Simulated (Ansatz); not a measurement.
# KS3Br (R3m): refractive index against wavelength

The refractive index of KS3Br (R3m) along x below the direct gap (1.67 eV on the mesh) is read from one computed spectrum, n = √(Re ε). x, y and z are the Cartesian axes of the input cell.

It takes space group R3m (No. 160, trigonal). Conventional cell: a = 7.575 Å, b = 7.575 Å, c = 10.147 Å, α = 90.00°, β = 90.00°, γ = 120.00°. Br on site a is surrounded by 1 K at 3.16 Å and 3 S at 3.19 Å. K on site a has 1 Br at 3.16 Å and 3 S at 3.28 Å as nearest neighbours. Around S on site b lie 2 S at 2.13 Å.

Method: Ansatz 0.2.0, PBE, independent particles, k-mesh 6×6×6 with interpolation inside its cells, Gaussian parameter 0.15 eV.

Launch of the response step: `ansatz run input.yaml --threads 2 --pin off --max-ram 5120MiB --backend cpu --events-out ev --progress --plain --runs-dir out`. The run took 96 s, on 2 threads of Arm Neoverse V1 (shared host).

```tsv
wavelength (nm)	photon energy E (eV)	n
3000	0.413	2.3763
2000	0.620	2.3907
1550	0.800	2.4088
1310	0.946	2.4283
1064	1.165	?
```

In the single-oscillator model n² − 1 = E₀E_d/(E₀² − E²), so 1/(n² − 1) = E₀/E_d − E²/(E₀E_d) is linear in E².

Working, on the rows shown:

| x = E² (eV²) | y = 1/(n² − 1) |
| --- | --- |
| 0.170801 | 0.215202 |
| 0.384302 | 0.212069 |
| 0.639837 | 0.208233 |
| 0.895757 | 0.204222 |

Means: x̄ = 0.52267, ȳ = 0.20993. Σ(x − x̄)(y − ȳ) = -0.00448, Σ(x − x̄)² = 0.2959. Slope = -0.00448 / 0.2959 = -0.01514; intercept = ȳ − slope · x̄ = 0.21784. Turned back into n, the line misses the rows shown by at most 0.00036.

Fill in the last column of the withheld row.

At x = 1.3578 the line gives y = 0.19729, that is 2.4635. The run gave 2.4677, so the extrapolation is off by 0.0042, 5 % of the range in the table.

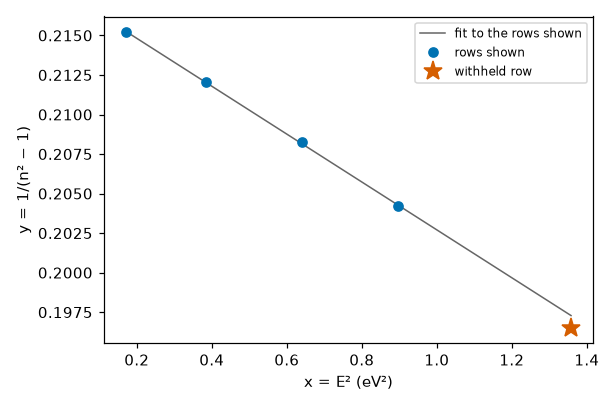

Refitted with all rows, the slope is -0.01577 and the intercept 0.21812. These give E₀ = √(intercept/−slope) = 3.72 eV and E_d = E₀/intercept = 17.1 eV; E₀ is 2.2 times the direct gap. The electronic limit at long wavelengths, without lattice vibrations, is n = √(1 + 1/intercept) = 2.363. The structure is a model and need not exist. Excitons are left out and so are local fields; PBE gaps are as a rule too small. Spin-orbit coupling is left out.

[Logs are printed without paths, hosts, clocks, repeated set-up lines and the standing remarks that a program may print on its own settings, such as how far it seeks lower states.]
